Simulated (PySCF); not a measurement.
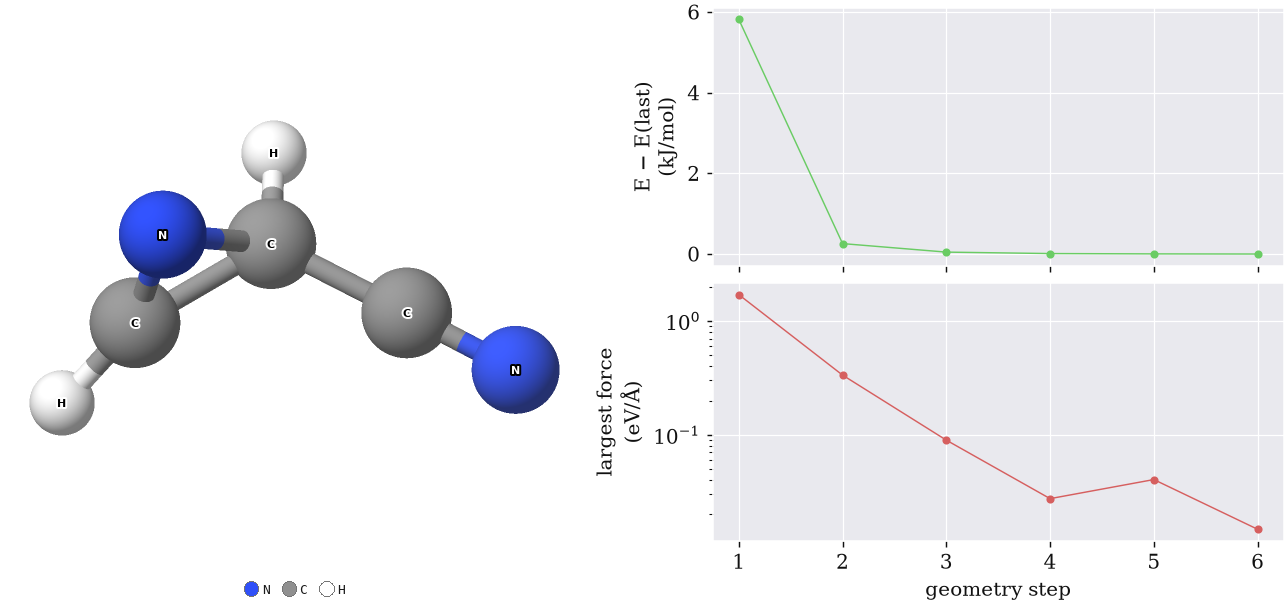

Beside the plot: the molecule at the start.

History of a geometry optimisation.

The run: C$_{3}$H$_{2}$N$_{2}$ (SMILES N#C[C@H]1C=N1), by PySCF 2.14.0, density fitting, PBE0-D3(BJ)/def2-SVP, geometry optimisation.

Q: How did it end, and what did it gain?

A: The optimisation met its thresholds at geometry 6, counting the start as the first. The energy fell by about 5.8 kJ/mol from the first step to the last. The largest force goes from about 1.7 eV/Å at the start to 0.015 eV/Å at the end.
